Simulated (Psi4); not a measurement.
# AlNH3 (SMILES [NH2][AlH]) at 3 levels

Wanted: a comparison of 3 runs (UHF/cc-pwCVTZ, UB3LYP/6-31G*, UTPSSh/pcseg-2) of AlNH3. 

Program for the calculation: Psi4 1.11.

3 further runs of the same task are left out: 3 set aside as unsound or not needed.

### Step 1. The system as given

The species is AlNH3 (5 atoms), meant as a doublet with charge 0. SMILES: `[NH2][AlH]`. The shape is that of a PBE0-D4/def2-TZVP (4 decimals) optimisation. This is one conformer, not always the lowest.

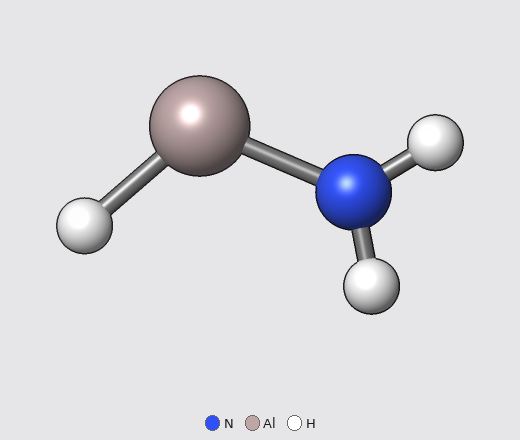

The structure, seen from a chosen angle (nitrogen blue, aluminium light grey, hydrogen white).

### Step 2. Energy and gradient at UHF/cc-pwCVTZ (density fitting) (run 1)

Contents of alh3n.sdf:

```

     RDKit          3D

  5  4  0  0  0  0  0  0  0  0999 V2000
   -0.1166   -0.6608    0.1751 N   0  0  0  0  0  0  0  0  0  0  0  0
    0.8366    0.8339    0.1208 Al  0  0  0  0  0  2  0  0  0  0  0  0
    0.1485   -1.5053    0.6555 H   0  0  0  0  0  0  0  0  0  0  0  0
   -1.0103   -0.7828   -0.2774 H   0  0  0  0  0  0  0  0  0  0  0  0
    0.1918    2.0414   -0.7154 H   0  0  0  0  0  0  0  0  0  0  0  0
  2  1  1  0
  3  1  1  0
  4  1  1  0
  5  2  1  0
M  RAD  1   2   2
M  END
$$$$
```

Contents of job.py:

```python
import psi4
from rdkit import Chem

psi4.set_memory('1600 MB')
psi4.set_num_threads(1)
psi4.set_output_file('output.dat', False)

rd = Chem.SDMolSupplier('alh3n.sdf', removeHs=False, sanitize=False)[0]
xyz = rd.GetConformer().GetPositions()
atoms = '\n'.join(f'{a.GetSymbol()} {x:.4f} {y:.4f} {z:.4f}' for a, (x, y, z) in zip(rd.GetAtoms(), xyz))
molecule = psi4.geometry('0 2\n' + atoms + '\nno_reorient\nno_com')

psi4.set_options(dict(reference='uhf', scf_type='df', df_scf_guess=False, d_convergence=1e-05, maxiter=60))

result = psi4.gradient('scf/cc-pwCVTZ', molecule=molecule)
print('gradient / Eh bohr^-1')
print(result.np.round(6))
```

Command:

```bash
$ python job.py
```

output.dat:

```text
[...]
  Running in c1 symmetry.
[...]
  Nuclear repulsion =   46.235092034097001
[...]
  Multiplicity = 2
[...]
  Nalpha       = 12
  Nbeta        = 11
[...]
    Number of basis functions: 144
[...]
   @DF-UHF iter   1:  -298.01934392583615   -7.14566e-01   3.70471e-03 ADIIS/DIIS
[...]
   @DF-UHF iter  11:  -298.14675318972957   -2.47474e-09   8.56607e-08 DIIS
[...]
   @S^2 Observed:                7.549412183E-01
[...]
    Orbital Energies [Eh]
    ---------------------
    Alpha Occupied:
       1A    -58.470509     2A    -15.522750     3A     -4.884506
       4A     -3.200688     5A     -3.196318     6A     -3.194513
       7A     -1.105949     8A     -0.638178     9A     -0.598813
      10A     -0.473536    11A     -0.397465    12A     -0.298432
    Alpha Virtual:
      13A      0.056242    14A      0.108957    15A      0.150968
      16A      0.185753    17A      0.204677    18A      0.213390
      19A      0.255556    20A      0.277562    21A      0.292889
      22A      0.302916    23A      0.318125    24A      0.351932
      25A      0.382087    26A      0.530157    27A      0.557549
[...]
  @DF-UHF Final Energy:  -298.14675318972957
   => Energetics <=
    Nuclear Repulsion Energy =             46.2350920340970006
    One-Electron Energy =                -505.1895936830235883
    Two-Electron Energy =                 160.8077484591970290
    Total Energy =                       -298.1467531897295657
  UHF NO Occupations:
  HONO-2 :   10  A 1.9995154
  HONO-1 :   11  A 1.9981327
[...]
 Multipole Moments:
 ------------------------------------------------------------------------------------
     Multipole            Electronic (a.u.)      Nuclear  (a.u.)        Total (a.u.)
 ------------------------------------------------------------------------------------
 L = 1.  Multiply by 2.5417464519 to convert [e a0] to [Debye]
 Dipole X            :        -17.8257689           17.7437724           -0.0819965
 Dipole Y            :        -11.6969978           11.2786414           -0.4183564
 Dipole Z            :         -4.5279319            4.6464586            0.1185267
 Magnitude           :                                                    0.4424862
[...]
  -Total Gradient:
     Atom            X                  Y                   Z
    ------   -----------------  -----------------  -----------------
       1        0.004026030650     0.006431910290    -0.000266420968
       2        0.005261406469     0.002187518679     0.002087006213
       3        0.004070993360    -0.010100025970     0.006245459562
       4       -0.011524083311    -0.000840767764    -0.006123372900
       5       -0.001834347171     0.002321364763    -0.001942671907
[...]
```

On the terminal:

```text
gradient / Eh bohr^-1
[[ 0.004026  0.006432 -0.000266]
 [ 0.005261  0.002188  0.002087]
 [ 0.004071 -0.0101    0.006245]
 [-0.011524 -0.000841 -0.006123]
 [-0.001834  0.002321 -0.001943]]
```

Wall time 6 s (1 thread of Intel Xeon Platinum 8488C (Sapphire Rapids), shared host); peak memory 0.36 GiB.

### Step 3. Energy and forces at UB3LYP/6-31G(d) (spherical functions) (run 2)

Contents of calc.in:

```
memory 1600 MB

molecule {
  0 2
  N     -0.116600    -0.660800     0.175100
  Al     0.836600     0.833900     0.120800
  H      0.148500    -1.505300     0.655500
  H     -1.010300    -0.782800    -0.277400
  H      0.191800     2.041400    -0.715400
  units angstrom
  symmetry c1
  no_reorient
  no_com
}

set basis 6-31G*
set reference uks
set puream true
set e_convergence 1e-09
set d_convergence 1e-08
set scf_type pk
set dft_radial_points 99
set dft_spherical_points 590
set maxiter 200

e, wfn = gradient('b3lyp', return_wfn=True)
```

Command:

```bash
$ psi4 -i calc.in -o calc.out -n 1
```

calc.out:

```text
[...]
  Running in c1 symmetry.
[...]
  Nuclear repulsion =   46.235092034097001
[...]
  Multiplicity = 2
[...]
  Nalpha       = 12
  Nbeta        = 11
[...]
    Number of basis functions: 38
[...]
   @UKS iter   1:  -298.65439203301105   -2.16291e-01   2.16698e-02 ADIIS/DIIS
[...]
   @UKS iter  12:  -298.96518677444755   -3.29692e-12   6.87467e-09 DIIS
[...]
   @S^2 Observed:                7.521341664E-01
[...]
    Orbital Energies [Eh]
    ---------------------
    Alpha Occupied:
       1A    -56.027390     2A    -14.299700     3A     -4.125281
       4A     -2.679847     5A     -2.678080     6A     -2.674221
       7A     -0.825379     8A     -0.477932     9A     -0.433541
      10A     -0.333791    11A     -0.257082    12A     -0.189171
    Alpha Virtual:
      13A     -0.032662    14A      0.023187    15A      0.086176
      16A      0.128200    17A      0.136319    18A      0.158183
      19A      0.195234    20A      0.229512    21A      0.302311
      22A      0.455708    23A      0.466266    24A      0.521267
      25A      0.585427    26A      0.711339    27A      0.766359
[...]
  @UKS Final Energy:  -298.96518677444755
   => Energetics <=
    Nuclear Repulsion Energy =             46.2350920340970006
    One-Electron Energy =                -505.2260269082711943
    Two-Electron Energy =                 181.5797142896480523
    DFT Exchange-Correlation Energy =     -21.5539661899214003
    Empirical Dispersion Energy =           0.0000000000000000
    VV10 Nonlocal Energy =                  0.0000000000000000
    Total Energy =                       -298.9651867744475453
[...]
 Multipole Moments:
 ------------------------------------------------------------------------------------
     Multipole            Electronic (a.u.)      Nuclear  (a.u.)        Total (a.u.)
 ------------------------------------------------------------------------------------
 L = 1.  Multiply by 2.5417464519 to convert [e a0] to [Debye]
 Dipole X            :        -17.9225104           17.7437724           -0.1787380
 Dipole Y            :        -11.7837214           11.2786414           -0.5050800
 Dipole Z            :         -4.5480029            4.6464586            0.0984557
 Magnitude           :                                                    0.5447446
[...]
  -Total Gradient:
     Atom            X                  Y                   Z
    ------   -----------------  -----------------  -----------------
       1        0.001332281020     0.001749898552     0.000061131851
       2       -0.005274389924    -0.005534671243    -0.000774369066
       3       -0.001549825065     0.004164174085    -0.002509024545
       4        0.004689537530     0.000570135385     0.002401605778
       5        0.000804148882    -0.000948644226     0.000821285538
[...]
```

Run time: 14 s. Hardware: 1 thread of Intel Xeon Platinum 8488C (Sapphire Rapids), shared host; peak memory 0.52 GiB.

### Step 4. Energy and forces at UTPSSh/pcseg-2 (run 3)

Contents of alh3n.xyz:

```xyz
5
AlH3N
N     -0.116600    -0.660800     0.175100
Al     0.836600     0.833900     0.120800
H      0.148500    -1.505300     0.655500
H     -1.010300    -0.782800    -0.277400
H      0.191800     2.041400    -0.715400
```

Contents of run.py:

```python
import numpy as np
from ase.calculators.psi4 import Psi4
from ase.io import read

mol = read('alh3n.xyz')
calc = Psi4(atoms=mol, method='tpssh', basis='pcseg-2', memory='1600MB', num_threads=1, charge=0, multiplicity=2, label='psi4-calc', reference='uks')
calc.psi4.set_options({'puream': True, 'e_convergence': 1e-09, 'd_convergence': 1e-08, 'scf_type': 'pk', 'dft_radial_points': 99, 'dft_spherical_points': 590, 'maxiter': 200})
mol.calc = calc

forces = mol.get_forces()
print(f'energy: {mol.get_potential_energy():.6f} eV')
print('forces / eV A^-1')
print(np.round(forces, 5))
```

Command:

```bash
$ python run.py
```

psi4-calc.dat:

```text
[...]
  Running in c1 symmetry.
[...]
  Nuclear repulsion =   46.235092034097001
[...]
  Multiplicity = 2
[...]
  Nalpha       = 12
  Nbeta        = 11
[...]
    Number of basis functions: 106
[...]
   @UKS iter   1:  -298.61136505931768   -1.68703e-01   9.24522e-03 ADIIS/DIIS
[...]
   @UKS iter  13:  -299.02081724713088   -4.71800e-12   4.81493e-09 DIIS
[...]
   @S^2 Observed:                7.526812516E-01
[...]
    Orbital Energies [Eh]
    ---------------------
    Alpha Occupied:
       1A    -55.867423     2A    -14.221856     3A     -4.065027
       4A     -2.610521     5A     -2.607653     6A     -2.603163
       7A     -0.808406     8A     -0.461614     9A     -0.419754
      10A     -0.324249    11A     -0.250768    12A     -0.185958
    Alpha Virtual:
      13A     -0.050809    14A     -0.001888    15A      0.045597
      16A      0.058040    17A      0.076065    18A      0.111621
      19A      0.116621    20A      0.130542    21A      0.214122
      22A      0.243683    23A      0.277996    24A      0.310840
      25A      0.315281    26A      0.385457    27A      0.407576
[...]
  @UKS Final Energy:  -299.02081724713088
   => Energetics <=
    Nuclear Repulsion Energy =             46.2350920340970006
    One-Electron Energy =                -505.4204235123750095
    Two-Electron Energy =                 184.3041896229805445
    DFT Exchange-Correlation Energy =     -24.1396753918334035
    Empirical Dispersion Energy =           0.0000000000000000
    VV10 Nonlocal Energy =                  0.0000000000000000
    Total Energy =                       -299.0208172471308217
[...]
 Multipole Moments:
 ------------------------------------------------------------------------------------
     Multipole            Electronic (a.u.)      Nuclear  (a.u.)        Total (a.u.)
 ------------------------------------------------------------------------------------
 L = 1.  Multiply by 2.5417464519 to convert [e a0] to [Debye]
 Dipole X            :          2.1678044           -2.2703034           -0.1024990
 Dipole Y            :          1.1289748           -1.5586141           -0.4296393
 Dipole Z            :          0.7699547           -0.6584655            0.1114892
 Magnitude           :                                                    0.4555500
[...]
  -Total Gradient:
     Atom            X                  Y                   Z
    ------   -----------------  -----------------  -----------------
       1       -0.000336217755    -0.000568993705     0.000040380953
       2       -0.001489360793    -0.003123261899     0.000396036847
       3        0.000154150531     0.001949465735    -0.000684285458
       4        0.001855723354     0.000956894686     0.000662356402
       5       -0.000181052772     0.000789414798    -0.000414054976
[...]
```

On the terminal:

```text
energy: -8136.770887 eV
forces / eV A^-1
[[ 0.01729  0.02926 -0.00208]
 [ 0.07659  0.1606  -0.02037]
 [-0.00793 -0.10025  0.03519]
 [-0.09543 -0.04921 -0.03406]
 [ 0.00931 -0.04059  0.02129]]
```

Run time: 77 s. Hardware: 1 thread of Intel Xeon Platinum 8488C (Sapphire Rapids), shared host; peak memory 0.68 GiB.

### Step 5. Overview of the runs

| run | level | integrals | integral approximation | energy (Eh) | dipole moment (D) | HOMO energy (eV) | LUMO energy (eV) | wall time |
| --- | --- | --- | --- | --- | --- | --- | --- | --- |
| 1 | UHF/cc-pwCVTZ (density fitting) | df | program's default | -298.146753 | 1.12 | -8.12 | 1.26 | 6 s |
| 2 | UB3LYP/6-31G* (spherical functions) | pk | none | -298.965187 | 1.38 | -5.15 | -2.27 | 14 s |
| 3 | UTPSSh/pcseg-2 | pk | none | -299.020817 | 1.16 | -5.06 | -2.90 | 77 s |

### Step 6. Results

| quantity | value |
| --- | --- |
| run 3: total energy | -299.02082 Eh |
| run 3: dipole moment | 1.16 D |
| run 3: HOMO energy (highest over α and β) | -5.06 eV |
| run 3: LUMO energy (lowest over α and β) | -2.90 eV |
| run 3: ⟨S²⟩ | 0.753 |
| run 3: largest force on an atom | 0.179 eV/Å |

What this shows: The dipole moment (its size) runs from 1.12 D (UHF/cc-pwCVTZ) to 1.38 D (UB3LYP/6-31G*). The two ends differ in method and basis. Totals of different functionals can't be ranked against each other. All runs together took 96 s, the longest 77 s.
